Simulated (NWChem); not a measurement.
**One shape, several levels: triplet SiF2**

Aim: a comparison of 6 runs (U-revPBE/def2-TZVP, UPBE/def2-TZVP, UBHLYP/def2-TZVP, UM06-2X/def2-TZVP, USVWN5/def2-TZVP, UTPSS/def2-TZVP) of triplet SiF2. 

The results are computed with NWChem 7.3.0.

## 1. The system as given

SiF2: 3 atoms, total charge 0, spin state triplet. As SMILES of the parent species, `F[Si]F`. The shape is that of a PBE0-D4/def2-TZVP optimisation. That shape belongs to the parent species and isn't relaxed for this state.

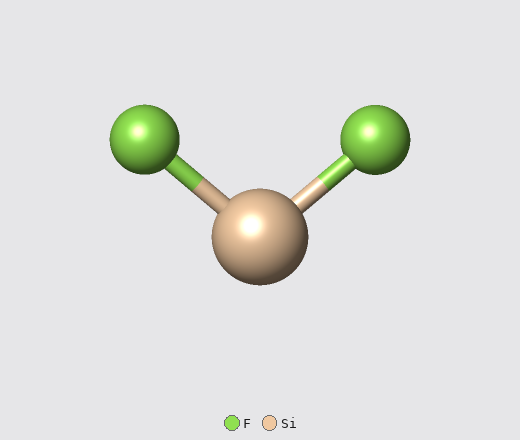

The structure, seen from a chosen angle (fluorine green, silicon light orange).

## 2. A single-point energy at U-revPBE/def2-TZVP (run 1)

The input, f2si.nw:

```
start f2si
title "F2Si revPBE"
memory 2200 mb
geometry units angstroms noautosym nocenter noautoz
 F      0.166300     1.246800     0.229400
 Si    -0.594900    -0.046400    -0.330100
 F      0.428600    -1.200400     0.100700
end
basis spherical bse
 * library def2-TZVP
end
dft
 xc revpbe cpbe96
 mult 3
 grid fine
 convergence energy 1e-08
 maxiter 100
 mulliken
 print low
end
task dft energy
```

The run is started by

```console
nwchem f2si.nw > f2si.out
```

The program printed:

```text
[...]
 d= 0,ls=0.0,diis     1   -489.0175817830 -5.90D+02  8.96D-03  3.20D-01     2.6
[...]
 d= 0,ls=0.0,diis     8   -489.1302557451  8.17D-09  9.42D-07  7.53D-08    17.2
[...]
         Total DFT energy =     -489.130255745101
      One electron energy =     -880.004499581530
           Coulomb energy =      331.984493693539
    Exchange-Corr. energy =      -41.768670753270
 Nuclear repulsion energy =      100.658420896160
[...]
      Total Density - Mulliken Population Analysis
     ---------------------------------------------
    Atom       Charge   Shell Charges
 -----------   ------   -------------------------------------------------------
    1 F    9     9.22   0.77  1.19  0.61  0.99  0.32  2.27  2.12  0.93  0.00  0.01  0.00
    2 Si  14    13.55   2.00  0.57  1.40  0.86  0.35  4.13  1.68  0.57  1.08  0.41  0.21  0.21  0.09
    3 F    9     9.22   0.77  1.19  0.61  0.99  0.32  2.27  2.12  0.93  0.00  0.01  0.00
[...]
      <S2> =      2.0016 (Exact =     2.0000)
[...]
```

It took 18 s on 1 thread of Intel Xeon Platinum 8259CL at 2.50GHz (Skylake/Cascade Lake), shared host; peak memory 0.12 GiB.

## 3. The energy at UPBE/def2-TZVP (run 2)

The input, input.nw:

```
start input
title "F2Si"
memory 2200 mb
charge 0
geometry noautosym nocenter noautoz
 F      0.166300     1.246800     0.229400
 Si    -0.594900    -0.046400    -0.330100
 F      0.428600    -1.200400     0.100700
end
basis spherical bse
 * library def2-TZVP
end
dft
 xc xpbe96 cpbe96
 mult 3
 grid fine
 convergence energy 1e-08
 iterations 100
 mulliken
 print low
end
task dft
```

The run is started by

```console
nwchem input.nw > input.out
```

The program printed:

```text
[...]
 d= 0,ls=0.0,diis     1   -488.8082901913 -5.89D+02  8.95D-03  3.32D-01     2.7
[...]
 d= 0,ls=0.0,diis    10   -488.9244810010 -1.78D-09  1.10D-07  2.18D-10    21.6
[...]
         Total DFT energy =     -488.924481000954
      One electron energy =     -879.973220117505
           Coulomb energy =      331.940187155168
    Exchange-Corr. energy =      -41.549868934777
 Nuclear repulsion energy =      100.658420896160
[...]
      Total Density - Mulliken Population Analysis
     ---------------------------------------------
    Atom       Charge   Shell Charges
 -----------   ------   -------------------------------------------------------
    1 F    9     9.22   0.77  1.20  0.62  0.98  0.33  2.28  2.10  0.94  0.00  0.01  0.00
    2 Si  14    13.56   2.00  0.57  1.40  0.87  0.36  4.13  1.68  0.58  1.07  0.41  0.21  0.20  0.09
    3 F    9     9.22   0.77  1.20  0.62  0.98  0.33  2.28  2.10  0.94  0.00  0.01  0.00
[...]
      <S2> =      2.0014 (Exact =     2.0000)
[...]
```

It took 22 s on 1 thread of Intel Xeon Platinum 8259CL at 2.50GHz (Skylake/Cascade Lake), shared host; peak memory 0.12 GiB.

Runs 3 to 5 aren't shown in full; the table further down has their settings and results.

## 4. A single-point energy at UTPSS/def2-TZVP (run 6)

The input, job.nw:

```
start job
title "F2Si energy"
memory total 2200 mb
geometry noautosym nocenter noautoz
F     0.166300    1.246800    0.229400
Si   -0.594900   -0.046400   -0.330100
F     0.428600   -1.200400    0.100700
end
basis spherical bse
* library def2-TZVP
end
dft
xc xtpss03 ctpss03
mult 3
grid fine
convergence energy 1e-08
iterations 100
mulliken
noprint "final vectors analysis"
end
task dft energy
```

The run is started by

```console
nwchem job.nw > job.out
```

The program printed:

```text
[...]
          Wavefunction type:  spin polarized.
          No. of atoms     :     3
          No. of electrons :    32
[...]
          Charge           :     0
          Spin multiplicity:     3
[...]
          AO basis - number of functions:    99
[...]
              XC Information
              --------------
                  TPSS metaGGA Exchange Functional  1.000
             TPSS03 metaGGA Correlation Functional  1.000
[...]
 d= 0,ls=0.0,diis     1   -489.1828356371 -5.90D+02  8.74D-03  2.47D-01     2.9
[...]
 d= 0,ls=0.0,diis    10   -489.2912033569 -7.81D-10  7.18D-08  1.19D-10    24.7
[...]
         Total DFT energy =     -489.291203356863
      One electron energy =     -880.100059453318
           Coulomb energy =      332.095602668249
    Exchange-Corr. energy =      -41.945167467955
 Nuclear repulsion energy =      100.658420896160
[...]
      Total Density - Mulliken Population Analysis
     ---------------------------------------------
    Atom       Charge   Shell Charges
 -----------   ------   -------------------------------------------------------
    1 F    9     9.24   0.77  1.20  0.62  0.98  0.34  2.27  2.12  0.93  0.00  0.01  0.00
    2 Si  14    13.52   2.00  0.57  1.39  0.84  0.34  4.12  1.69  0.56  1.09  0.39  0.21  0.20  0.09
    3 F    9     9.24   0.77  1.20  0.62  0.98  0.34  2.27  2.12  0.93  0.00  0.01  0.00
[...]
      <S2> =      2.0015 (Exact =     2.0000)
[...]
```

Wall time 26 s (1 thread of Intel Xeon Platinum 8259CL at 2.50GHz (Skylake/Cascade Lake), shared host); peak memory 0.12 GiB.

## 5. The series

```
run               level  energy (Eh)   ⟨S²⟩  wall time
  1  U-revPBE/def2-TZVP  -489.130256  2.002       18 s
  2      UPBE/def2-TZVP  -488.924481  2.001       22 s
  3    UBHLYP/def2-TZVP  -489.188461  2.002       25 s
  4   UM06-2X/def2-TZVP  -489.174247  2.002       29 s
  5    USVWN5/def2-TZVP  -486.846016  2.001       44 s
  6     UTPSS/def2-TZVP  -489.291203  2.002       26 s
```

## 6. Outcome

| quantity | value |
| --- | --- |
| run 6: total energy | -489.29120 Eh |
| run 6: dipole moment | 1.64 D |
| run 6: ⟨S²⟩ | 2.002 |

What this shows: Over runs 3, 4, 5, 6 the dipole moment (its size) runs from 1.64 D (UTPSS/def2-TZVP) to 2.11 D (UBHLYP/def2-TZVP). Totals of different functionals can't be ranked against each other. All runs together took 2.7 min, the longest 44 s.
